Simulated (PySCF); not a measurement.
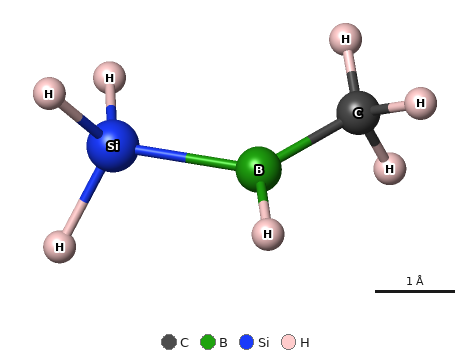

Fig. 1: The input geometry (ball-and-stick view, seen at a tilt).

**Property calculation of CH$_{7}$BSi**

System: CH$_{7}$BSi.
Method: TPSSh/def2-SVP, RKS (PySCF 2.14.0).

The geometry comes from this level: PBE0-D4/def2-TZVP.

**The input (calc.py)**
```python
import numpy
from pyscf import gto, scf, dft, lo

mol = gto.M(
    atom='''
C     -1.087900     0.975000    -0.576900
B      0.112000     0.000300    -0.689900
Si     1.014100    -0.883100     0.884800
H     -1.958400     0.307500    -0.716200
H     -1.157900     1.712200    -1.380000
H     -1.228600     1.454100     0.393400
H      0.516800    -0.288200    -1.783700
H      1.154200    -2.354100     0.685500
H      0.324900    -0.654200     2.186700
H      2.393700    -0.320800     0.999300
''',
    verbose=4,
    spin=0,
    basis='def2-svp',
    max_memory=1860,
)

myscf = dft.RKS(mol, xc='tpssh')
myscf.grids.level = 4
myscf.conv_tol = 1e-10
myscf.kernel()
if not myscf.converged:
    myscf = myscf.newton().run(myscf.mo_coeff, myscf.mo_occ)

energy = myscf.e_tot
print(f'total energy: {energy:.8f} hartree')
dip = myscf.dip_moment()
pop, q = myscf.mulliken_pop()
quad = myscf.quad_moment()
occ = myscf.mo_coeff[:, myscf.mo_occ > 0]
iaos = lo.vec_lowdin(lo.iao.iao(mol, occ), myscf.get_ovlp())
c = iaos.T @ myscf.get_ovlp() @ occ
pop_iao, q_iao = scf.hf.mulliken_pop(lo.iao.reference_mol(mol), (c * myscf.mo_occ[myscf.mo_occ > 0]) @ c.T, numpy.eye(c.shape[0]), verbose=0)
print('IAO charges', numpy.round(q_iao, 4))
```

Command:
```bash
OMP_NUM_THREADS=1 python calc.py
```

**What the program printed**
```
PySCF version 2.14.0

[INPUT] num. atoms = 10
[INPUT] num. electrons = 32
[INPUT] charge = 0
[INPUT] spin (= nelec alpha-beta = 2S) = 0
[INPUT] symmetry False subgroup None
[INPUT] Mole.unit = angstrom
[INPUT] Symbol           X                Y                Z      unit          X                Y                Z       unit  Magmom
[INPUT]  1 C     -1.087900000000   0.975000000000  -0.576900000000 AA   -2.055833050914   1.842482971451  -1.090183001262 Bohr   0.0
[INPUT]  2 B      0.112000000000   0.000300000000  -0.689900000000 AA    0.211649325951   0.000566917837  -1.303722053337 Bohr   0.0
[INPUT]  3 Si     1.014100000000  -0.883100000000   0.884800000000 AA    1.916371262921  -1.668817140603   1.672029675015 Bohr   0.0
[INPUT]  4 H     -1.958400000000   0.307500000000  -0.716200000000 AA   -3.700839642348   0.581090783304  -1.353421850413 Bohr   0.0
[INPUT]  5 H     -1.157900000000   1.712200000000  -1.380000000000 AA   -2.188113879634   3.235589070480  -2.607822051900 Bohr   0.0
[INPUT]  6 H     -1.228600000000   1.454100000000   0.393400000000 AA   -2.321717516641   2.747850757730   0.743418257404 Bohr   0.0
[INPUT]  7 H      0.516800000000  -0.288200000000  -1.783700000000 AA    0.976610461175  -0.544619069100  -3.370704488387 Bohr   0.0
[INPUT]  8 H      1.154200000000  -2.354100000000   0.685500000000 AA    2.181121892973  -4.448604269839   1.295407258389 Bohr   0.0
[INPUT]  9 H      0.324900000000  -0.654200000000   2.186700000000 AA    0.613972017871  -1.236258830690   4.132264116586 Bohr   0.0
[INPUT] 10 H      2.393700000000  -0.320800000000   0.999300000000 AA    4.523437424371  -0.606224140760   1.888403316278 Bohr   0.0

nuclear repulsion = 91.0613289378965
number of shells = 41
number of NR pGTOs = 133
number of NR cGTOs = 81
basis = def2-svp
ecp = {}

******** <class 'pyscf.dft.rks.RKS'> ********
method = RKS
initial guess = minao
damping factor = 0
level_shift factor = 0
DIIS = <class 'pyscf.scf.diis.CDIIS'>
diis_start_cycle = 1
diis_space = 8
diis_damp = 0
SCF conv_tol = 1e-10
SCF conv_tol_grad = None
SCF max_cycles = 50
direct_scf = True
direct_scf_tol = 1e-13
XC library pyscf.dft.libxc version 7.0.0
    S. Lehtola, C. Steigemann, M. J.T. Oliveira, and M. A.L. Marques.,  SoftwareX 7, 1–5 (2018)
XC functionals = tpssh
radial grids:
    Treutler-Ahlrichs [JCP 102, 346 (1995); DOI:10.1063/1.469408] (M4) radial grids

becke partition: Becke, JCP 88, 2547 (1988); DOI:10.1063/1.454033
pruning grids: <function nwchem_prune>
grids dens level: 4
symmetrized grids: False
atomic radii adjust function: <function treutler_atomic_radii_adjust>
small_rho_cutoff = 0
Set gradient conv threshold to 1e-05
Initial guess from minao.
tot grids = 195592
init E= -356.283774318537
  HOMO = -0.313330640462962  LUMO = -0.142317798938735  gap/eV = 4.65350
cycle= 1 E= -356.496561025275  delta_E= -0.213  |g|= 0.314  |ddm|= 2.82
  HOMO = -0.240452747190629  LUMO = -0.0554846325723974  gap/eV = 5.03324
cycle= 2 E= -356.488568731259  delta_E= 0.00799  |g|= 0.358  |ddm|= 0.689
  HOMO = -0.266933373173643  LUMO = -0.0792151943022072  gap/eV = 5.10807
cycle= 3 E= -356.524725333953  delta_E= -0.0362  |g|= 0.0209  |ddm|= 0.383
  HOMO = -0.269929760961264  LUMO = -0.0803625230437501  gap/eV = 5.15839
cycle= 4 E= -356.524881446718  delta_E= -0.000156  |g|= 0.00588  |ddm|= 0.0472
  HOMO = -0.26951230906031  LUMO = -0.0799881578609254  gap/eV = 5.15721
cycle= 5 E= -356.524896816918  delta_E= -1.54e-05  |g|= 0.00118  |ddm|= 0.0133
  HOMO = -0.269557799550909  LUMO = -0.0800770083420215  gap/eV = 5.15603
cycle= 6 E= -356.524897360139  delta_E= -5.43e-07  |g|= 0.00024  |ddm|= 0.0021
  HOMO = -0.269521298476993  LUMO = -0.0800298922888434  gap/eV = 5.15632
cycle= 7 E= -356.524897383156  delta_E= -2.3e-08  |g|= 6.57e-05  |ddm|= 0.000444
  HOMO = -0.269531430505157  LUMO = -0.080041443524145  gap/eV = 5.15629
cycle= 8 E= -356.524897384745  delta_E= -1.59e-09  |g|= 1.48e-05  |ddm|= 0.000103
  HOMO = -0.269529822775774  LUMO = -0.0800396078186152  gap/eV = 5.15629
cycle= 9 E= -356.524897384823  delta_E= -7.75e-11  |g|= 2.45e-06  |ddm|= 2.17e-05
  HOMO = -0.269530496377863  LUMO = -0.0800401203388836  gap/eV = 5.15630
```

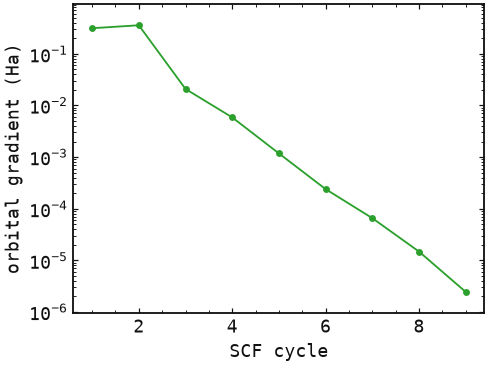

Fig. 2: Convergence of the self-consistent field: orbital gradient against the SCF cycle. The residual falls almost steadily, with no more than small rises.

```
Extra cycle  E= -356.524897384823  delta_E= -4.55e-13  |g|= 2.1e-06  |ddm|= 6.63e-06
converged SCF energy = -356.524897384823
total energy: -356.52489738 hartree
Dipole moment(X, Y, Z, Debye): -1.00683,  0.63677, -0.52413
 ** Mulliken pop  **
pop of  0 C 1s            1.98602
pop of  0 C 2s            0.88550
pop of  0 C 3s            0.18493
pop of  0 C 2px           0.72313
pop of  0 C 2py           0.70248
pop of  0 C 2pz           0.70428
pop of  0 C 3px           0.32444
pop of  0 C 3py           0.29383
pop of  0 C 3pz           0.27436
pop of  0 C 3dxy          0.00591
pop of  0 C 3dyz          0.00806
pop of  0 C 3dz^2         0.00534
pop of  0 C 3dxz          0.00191
pop of  0 C 3dx2-y2       0.00058
pop of  1 B 1s            1.98803
pop of  1 B 2s            0.88752
pop of  1 B 3s            0.18746
pop of  1 B 2px           0.42986
pop of  1 B 2py           0.36578
pop of  1 B 2pz           0.69850
pop of  1 B 3px           0.09738
pop of  1 B 3py           0.09774
pop of  1 B 3pz           0.24540
pop of  1 B 3dxy          0.00793
pop of  1 B 3dyz          0.00849
pop of  1 B 3dz^2         0.00970
pop of  1 B 3dxz          0.00978
pop of  1 B 3dx2-y2       0.00866
pop of  2 Si 1s           1.99935
pop of  2 Si 2s           1.98327
pop of  2 Si 3s           1.03125
pop of  2 Si 4s           0.25597
pop of  2 Si 2px          1.97602
pop of  2 Si 2py          1.97602
pop of  2 Si 2pz          1.97626
pop of  2 Si 3px          0.43952
pop of  2 Si 3py          0.44009
pop of  2 Si 3pz          0.45746
pop of  2 Si 4px          0.37313
pop of  2 Si 4py          0.37226
pop of  2 Si 4pz          0.36097
pop of  2 Si 3dxy         0.01733
pop of  2 Si 3dyz         0.01312
pop of  2 Si 3dz^2        0.04171
pop of  2 Si 3dxz         0.02701
pop of  2 Si 3dx2-y2      0.03457
pop of  3 H 1s            0.73315
pop of  3 H 2s            0.18043
pop of  3 H 2px           0.01204
pop of  3 H 2py           0.00864
pop of  3 H 2pz           0.00576
pop of  4 H 1s            0.74673
pop of  4 H 2s            0.17789
pop of  4 H 2px           0.00590
pop of  4 H 2py           0.00927
pop of  4 H 2pz           0.00966
pop of  5 H 1s            0.75098
pop of  5 H 2s            0.17859
pop of  5 H 2px           0.00583
pop of  5 H 2py           0.00676
pop of  5 H 2pz           0.01202
pop of  6 H 1s            0.75624
pop of  6 H 2s            0.24413
pop of  6 H 2px           0.00198
pop of  6 H 2py           0.00145
pop of  6 H 2pz           0.00922
pop of  7 H 1s            0.74401
pop of  7 H 2s            0.32014
pop of  7 H 2px           0.00110
pop of  7 H 2py           0.00759
pop of  7 H 2pz           0.00121
pop of  8 H 1s            0.74693
pop of  8 H 2s            0.32216
pop of  8 H 2px           0.00238
pop of  8 H 2py           0.00110
pop of  8 H 2pz           0.00636
pop of  9 H 1s            0.74115
pop of  9 H 2s            0.32097
pop of  9 H 2px           0.00677
pop of  9 H 2py           0.00194
pop of  9 H 2pz           0.00119
 ** Mulliken atomic charges  **
charge of    0C =     -0.10078
charge of    1B =     -0.04225
charge of    2Si =      0.22469
charge of    3H =      0.05999
charge of    4H =      0.05055
charge of    5H =      0.04582
charge of    6H =     -0.01303
charge of    7H =     -0.07405
charge of    8H =     -0.07893
charge of    9H =     -0.07200
Traceless quadrupole moment (Debye*A):

IAO charges [-0.5275 -0.0238  0.4364  0.1723  0.1472  0.1388  0.0048 -0.1138 -0.1264
 -0.1079]
```

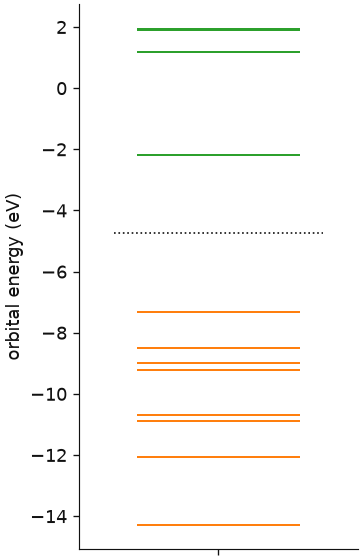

Fig. 3: Orbital energies near the frontier; the dotted line parts filled from empty levels, and levels within 0.02 eV of each other stand side by side. Highest filled −7.33 eV, lowest empty −2.18 eV, 5.15 eV apart.

**Results in brief**

| quantity | value |
| --- | --- |
| outcome | converged |
| total energy | −356.524897 hartree |
| basis functions | 81 |
| HOMO | −7.33 eV |
| LUMO | −2.18 eV |
| dipole moment | 1.30 D |
| hardware | 1 thread of AMD EPYC (Zen 3), 16 GiB of memory available, shared host |
| wall time | 17 s |
| peak memory | 0.44 GiB |
